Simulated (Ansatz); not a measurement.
# CH2FNOSi: a short trajectory

What does CH2FNOSi do in its first 30 fs with a Langevin thermostat, with the temperature set to 1500 K?

Computed with Ansatz 0.2.0, Gaussian basis. Level: BLYP/6-31G*.

## (1) Structure used throughout

The geometry comes from an earlier relaxation with PBE0-D4 in a triple-zeta def2 set; it is a stationary point, not always the lowest conformer.

SMILES `O[Si]1(F)C=N1`, 7 atoms, charge 0, spin multiplicity 1.

Atoms are counted from 1 here; the program's logs count them from 0.

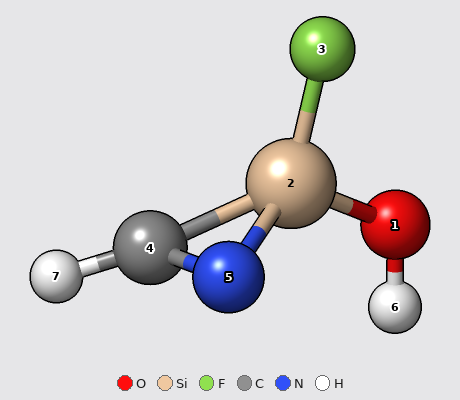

The structure; oxygen red, silicon light orange, fluorine green, carbon grey, nitrogen blue, hydrogen white; atoms are numbered from 1 in the order of the file.

## (2) Dynamics

Contents of in.yaml:

```yaml
crystal:
  periodic: [false, false, false]
  atoms:
    - {symbol: O, position_ang: [-0.687106, -0.282924, 1.605121]}
    - {symbol: Si, position_ang: [0.334047, -0.267159, 0.351459]}
    - {symbol: F, position_ang: [1.556845, -1.141489, 0.821076]}
    - {symbol: C, position_ang: [0.020465, 0.127805, -1.317462]}
    - {symbol: N, position_ang: [0.589806, 1.109448, -0.670436]}
    - {symbol: H, position_ang: [-1.478537, 0.254107, 1.534029]}
    - {symbol: H, position_ang: [-0.274219, 0.132213, -2.369485]}
basis:
  gaussian: {orbitals: "6-31G*"}
hamiltonian: {xc: {name: BLYP}}
md: {timestep: 1 fs, n_steps: 30, ensemble: nvt_langevin, temperature: 1500, initial_velocities: maxwell_boltzmann, friction: 0.01, seed: 710}
```

On the command line:

```sh
ansatz run in.yaml --threads 2 --pin off --events-out ev --progress --plain --max-ram 4352MiB
```

The program printed:

```text
Functional definition: BLYP
  name "BLYP"
  cite "Becke, Phys. Rev. A 38, 3098 (1988) doi:10.1103/PhysRevA.38.3098"
  cite "Lee, Yang & Parr, Phys. Rev. B 37, 785 (1988) doi:10.1103/PhysRevB.37.785"
  parameter beta = 0.0042
  parameter a = 0.04918
  parameter b = 0.132
  parameter c = 0.2533
  parameter d = 0.349
  exchange = b88_x(beta = beta)
  correlation = lyp_c(a = a, b = b, c = c, d = d)
892 factors; their error is unknown
mean field evaluation 1: about -15187.7912 eV, gradient 8.0e1 eV
mean field evaluation 2: about -15152.6977 eV, gradient 1.5e2 eV
mean field evaluation 4: about -15199.4521 eV, gradient 1.4e1 eV
mean field evaluation 8: about -15199.8631 eV, gradient 5.6e-2 eV
mean field evaluation 16: about -15199.7971 eV, gradient 8.7e-5 eV
mean field -15199.79714368 eV, -558.5822422376 hartree, gradient 6.0e-5 eV, S^2 0.000000; 0 other end points of the search recorded, 0 dependent functions left out
the calculation of the forces begins
reference -15199.79742993 eV, -558.5822527571 hartree; 23, 23 occupied and 60, 60 virtual orbitals, 892 factors
md step     0: t =     0.00 fs  T =  1285.7 K  F+E_penalty+E_count = -15199.79714368 eV  E_kin = 1.163340 eV  (28 SCF iters)
these checks for a lower state are left out or cut short: starts, cluster_reference, orbital_swaps, neighbouring_geometries, increment
892 factors; their error is unknown
mean field -15199.66011867 eV, -558.5772066615 hartree, gradient 9.2e-6 eV, S^2 0.000000; 0 other end points of the search recorded, 0 dependent functions left out
the calculation of the forces begins
reference -15199.66040601 eV, -558.5772172209 hartree; 23, 23 occupied and 60, 60 virtual orbitals, 892 factors
md step     1: t =     1.00 fs  T =  1106.8 K  F+E_penalty+E_count = -15199.66011867 eV  E_kin = 1.001416 eV  (32 SCF iters)
these checks for a lower state are left out or cut short: starts, cluster_reference, orbital_swaps, neighbouring_geometries, increment
892 factors; their error is unknown
mean field evaluation 32: about -15199.5181 eV, gradient 8.6e-6 eV
mean field -15199.51813730 eV, -558.5719889423 hartree, gradient 8.6e-6 eV, S^2 0.000000; 0 other end points of the search recorded, 0 dependent functions left out
the calculation of the forces begins
reference -15199.51842593 eV, -558.5719995492 hartree; 23, 23 occupied and 60, 60 virtual orbitals, 892 factors
md step     2: t =     2.00 fs  T =   968.0 K  F+E_penalty+E_count = -15199.51813730 eV  E_kin = 0.875908 eV  (31 SCF iters)
[... from here on, the SCF cycles and remarks between the steps are left out ...]
md step     3: t =     3.00 fs  T =   853.0 K  F+E_penalty+E_count = -15199.50499024 eV  E_kin = 0.771776 eV  (33 SCF iters)
md step     4: t =     4.00 fs  T =   755.0 K  F+E_penalty+E_count = -15199.49571091 eV  E_kin = 0.683124 eV  (31 SCF iters)
md step     5: t =     5.00 fs  T =   703.0 K  F+E_penalty+E_count = -15199.46223648 eV  E_kin = 0.636077 eV  (31 SCF iters)
md step     6: t =     6.00 fs  T =   835.5 K  F+E_penalty+E_count = -15199.47990538 eV  E_kin = 0.756001 eV  (32 SCF iters)
md step     7: t =     7.00 fs  T =   944.4 K  F+E_penalty+E_count = -15199.54242771 eV  E_kin = 0.854470 eV  (33 SCF iters)
md step     8: t =     8.00 fs  T =   960.5 K  F+E_penalty+E_count = -15199.60134442 eV  E_kin = 0.869050 eV  (33 SCF iters)
md step     9: t =     9.00 fs  T =   989.6 K  F+E_penalty+E_count = -15199.60415685 eV  E_kin = 0.895414 eV  (33 SCF iters)
md step    10: t =    10.00 fs  T =   995.5 K  F+E_penalty+E_count = -15199.57306961 eV  E_kin = 0.900763 eV  (33 SCF iters)
md step    11: t =    11.00 fs  T =  1058.8 K  F+E_penalty+E_count = -15199.57728871 eV  E_kin = 0.957988 eV  (33 SCF iters)
md step    12: t =    12.00 fs  T =  1117.7 K  F+E_penalty+E_count = -15199.57665348 eV  E_kin = 1.011294 eV  (33 SCF iters)
md step    13: t =    13.00 fs  T =  1068.2 K  F+E_penalty+E_count = -15199.48731421 eV  E_kin = 0.966530 eV  (33 SCF iters)
md step    14: t =    14.00 fs  T =   879.1 K  F+E_penalty+E_count = -15199.34819749 eV  E_kin = 0.795383 eV  (34 SCF iters)
md step    15: t =    15.00 fs  T =   864.1 K  F+E_penalty+E_count = -15199.26189158 eV  E_kin = 0.781842 eV  (34 SCF iters)
md step    16: t =    16.00 fs  T =   815.1 K  F+E_penalty+E_count = -15199.24444933 eV  E_kin = 0.737488 eV  (34 SCF iters)
md step    17: t =    17.00 fs  T =  1113.5 K  F+E_penalty+E_count = -15199.28806248 eV  E_kin = 1.007526 eV  (31 SCF iters)
md step    18: t =    18.00 fs  T =  1095.1 K  F+E_penalty+E_count = -15199.32034510 eV  E_kin = 0.990902 eV  (32 SCF iters)
md step    19: t =    19.00 fs  T =   971.9 K  F+E_penalty+E_count = -15199.28287811 eV  E_kin = 0.879437 eV  (33 SCF iters)
md step    20: t =    20.00 fs  T =  1040.9 K  F+E_penalty+E_count = -15199.21944219 eV  E_kin = 0.941823 eV  (33 SCF iters)
md step    21: t =    21.00 fs  T =  1153.3 K  F+E_penalty+E_count = -15199.25016380 eV  E_kin = 1.043528 eV  (32 SCF iters)
md step    22: t =    22.00 fs  T =  1312.2 K  F+E_penalty+E_count = -15199.35109734 eV  E_kin = 1.187289 eV  (32 SCF iters)
md step    23: t =    23.00 fs  T =  1256.4 K  F+E_penalty+E_count = -15199.33619073 eV  E_kin = 1.136780 eV  (32 SCF iters)
md step    24: t =    24.00 fs  T =  1087.4 K  F+E_penalty+E_count = -15199.19903463 eV  E_kin = 0.983864 eV  (31 SCF iters)
md step    25: t =    25.00 fs  T =   873.4 K  F+E_penalty+E_count = -15199.03759076 eV  E_kin = 0.790237 eV  (33 SCF iters)
md step    26: t =    26.00 fs  T =   814.5 K  F+E_penalty+E_count = -15198.93603371 eV  E_kin = 0.736984 eV  (33 SCF iters)
md step    27: t =    27.00 fs  T =   822.1 K  F+E_penalty+E_count = -15198.95257711 eV  E_kin = 0.743821 eV  (32 SCF iters)
md step    28: t =    28.00 fs  T =   908.2 K  F+E_penalty+E_count = -15199.08886673 eV  E_kin = 0.821747 eV  (33 SCF iters)
md step    29: t =    29.00 fs  T =  1043.8 K  F+E_penalty+E_count = -15199.24569867 eV  E_kin = 0.944477 eV  (32 SCF iters)
these checks for a lower state are left out or cut short: starts, cluster_reference, orbital_swaps, neighbouring_geometries, increment
892 factors; their error is unknown
mean field -15199.26922172 eV, -558.5628414634 hartree, gradient 1.2e-5 eV, S^2 0.000000; 0 other end points of the search recorded, 0 dependent functions left out
the calculation of the forces begins
reference -15199.26951122 eV, -558.5628521025 hartree; 23, 23 occupied and 60, 60 virtual orbitals, 892 factors
892 factors; their error is unknown
mean field evaluation 256: about -15195.7425 eV, gradient 4.0e1 eV
mean field -15199.26922172 eV, -558.5628414634 hartree, gradient 2.5e-5 eV, S^2 0.000000; 1 other end points of the search recorded, 0 dependent functions left out
the calculation of the forces begins
reference -15199.26951122 eV, -558.5628521025 hartree; 23, 23 occupied and 60, 60 virtual orbitals, 892 factors
md step    30: t =    30.00 fs  T =   957.8 K  F+E_penalty+E_count = -15199.26922172 eV  E_kin = 0.866600 eV  (30 SCF iters)
Total energy: -15199.26951122 eV, -558.5628521025 hartree
Atom 0 at    -0.833192    -0.039119     1.632244 Å, force     0.925814    -0.270761    -0.607776 eV/Å
Atom 1 at     0.248960    -0.236836     0.359142 Å, force     1.789463    -1.411214     1.551492 eV/Å
Atom 2 at     1.355236    -1.235227     1.251837 Å, force    -1.457119     1.726502    -2.052707 eV/Å
Atom 3 at     0.202734     0.105826    -1.401955 Å, force    -1.554101    -2.975371     1.128547 eV/Å
Atom 4 at     0.802223     1.058391    -0.850604 Å, force     1.761809     2.507010     2.575046 eV/Å
Atom 5 at    -1.546361     0.565991     1.428145 Å, force    -0.962224     0.734703    -0.141186 eV/Å
Atom 6 at    -0.088266    -0.035576    -2.391487 Å, force    -0.503642    -0.310869    -2.453416 eV/Å
Dipole moment:    -0.559483     0.076098    -0.303843 e Å
```

Wall time 39 s (2 threads of Arm Neoverse V1, shared host).

## (3) The trajectory

One row in 2; energies are counted from the first frame:

```
time (fs)  T (K)  potential (meV)  C4–N5 (Å)
      0.0   1286              0.0      1.306
      2.0    968            279.0      1.271
      4.0    755            301.4      1.259
      6.0    836            317.2      1.279
      8.0    960            195.8      1.316
     10.0    996            224.1      1.357
     12.0   1118            220.5      1.393
     14.0    879            448.9      1.421
     16.0    815            552.7      1.434
     18.0   1095            476.8      1.423
     20.0   1041            577.7      1.389
     22.0   1312            446.0      1.331
     24.0   1087            598.1      1.266
     26.0    815            861.1      1.219
     28.0    908            708.3      1.216
     30.0    958            527.9      1.253
```

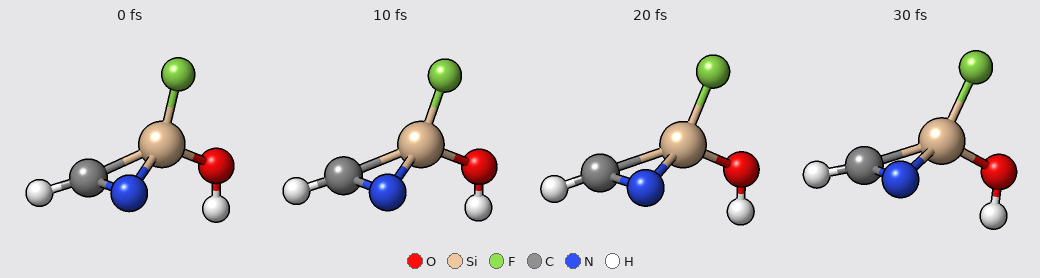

Four frames; sticks are those of the first frame.

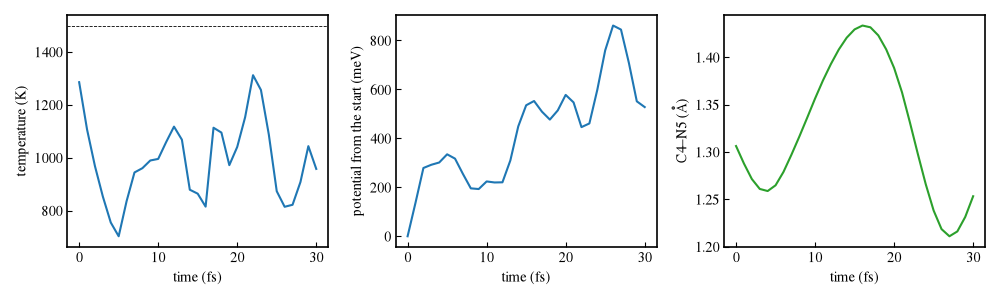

Temperature (the set value dashed), potential energy and the bond that swings most.

Positions (Å) and forces (eV/Å) at 30.0 fs:

```xyz
7

O    -0.833   -0.039    1.632    0.926   -0.271   -0.608
Si    0.249   -0.237    0.359    1.789   -1.411    1.551
F     1.355   -1.235    1.252   -1.457    1.727   -2.053
C     0.203    0.106   -1.402   -1.554   -2.975    1.129
N     0.802    1.058   -0.851    1.762    2.507    2.575
H    -1.546    0.566    1.428   -0.962    0.735   -0.141
H    -0.088   -0.036   -2.391   -0.504   -0.311   -2.453
```

## (4) Summary of results

```
                         quantity                            value
                           length               30 steps of 1.0 fs
temperature, first and last frame                      1286, 958 K
         temperature, second half  mean 1008 K, from 815 to 1312 K
           swing of the potential                          861 meV
                   range of C4–N5                 1.211 to 1.434 Å
```

In words: The temperature starts at 1286 K and ranges from 703 to 1312 K; in so small a system it swings widely. The first value differs from the one set because the log counts other degrees of freedom than the draw of velocities did. C4–N5 swings most, by 0.22 Å; no bond breaks. A run of 30 fs gives no averages.
